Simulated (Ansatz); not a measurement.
# GaP: Ge on a Ga site, symmetric start

Take a 16-atom supercell of GaP in the zinc blende structure (space group F-43m, No. 216; a = 5.451 Å) at its relaxed geometry as the base.

Now apply this change: a neutral Ge on a Ga site, symmetric start, atoms relaxed at fixed cell.

Level of theory: r2SCAN (Ansatz, a first-principles code), spin-orbit coupling left out. k-mesh 4×4×4 (Γ-centred); smearing 0.01 eV (Fermi–Dirac).

```json
[
 {"quantity": "pressure", "base": "0.0 GPa", "changed": "0.6 GPa", "shift": "+0.6 GPa"},
 {"quantity": "mean distance from the defect site to its nearest host atoms", "base": "2.36 Å", "changed": "2.39 Å", "shift": "+0.03 Å"}
]
```

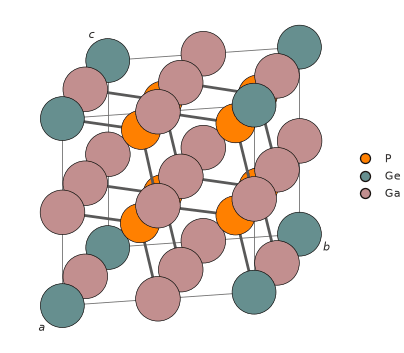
The relaxed cell after the change

Cost of the whole job for the changed cell (relaxation, final SCF and bands): roughly 3 core-minutes.

Other magnetic orders, which the real material may have, were not ruled out. In so small a cell the defect repeats every few ångströms: this is an ordered compound, not a dilute defect. The mesh was chosen for an insulator and is coarse for the gapless case. The defect started on the symmetric site and kept its symmetry, so it may sit on a saddle. Starting moments died away, wholly or in part, for Ge on a Ga site; another magnetic solution may exist. The defect cell is spin-polarised and ends with 0.0 μB.
